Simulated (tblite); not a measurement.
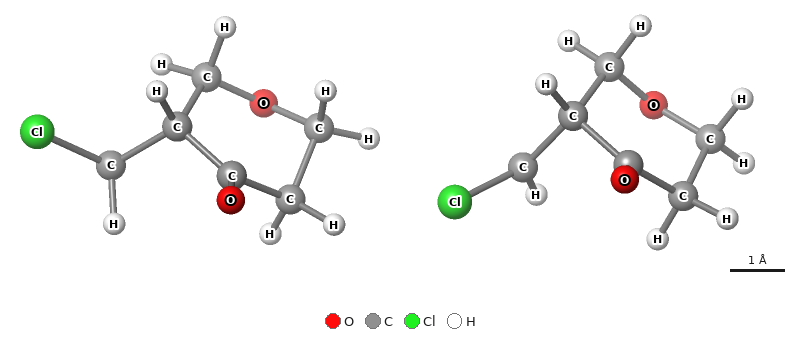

Two geometries of C$_{6}$H$_{8}$ClO$_{2}$ (multiplicity 2), drawn at one scale. One is the start of a relaxation, the other its converged end. The picture is a ball-and-stick view, seen from a free direction.

These are results of tblite 0.8.0, GFN2-xTB geometry optimisation, gas phase, not measurements. 

Which of the two is the end point?

The right one is the relaxed one. After 92 geometry steps the energy has fallen by 25.4 kcal/mol. The largest move after the best rigid fit is that of the Cl atom, 1.35 Å. By element the largest moves are Cl 1.35 Å, H 1.26 Å, O 0.49 Å, C 0.32 Å. Some distances before and after: C–Cl 1.797 → 1.690 Å, C–C 1.539 → 1.474 Å, C–C 1.475 → 1.538 Å, C–H 1.125 → 1.090 Å. Bond angles that change, for instance: C–C–Cl 104.8° → 120.3°, C–C–C 113.3° → 102.9°, C–C–H 110.7° → 120.9°. Cost: 0.74 s on 1 thread of Arm Neoverse V1, with other jobs on the host.
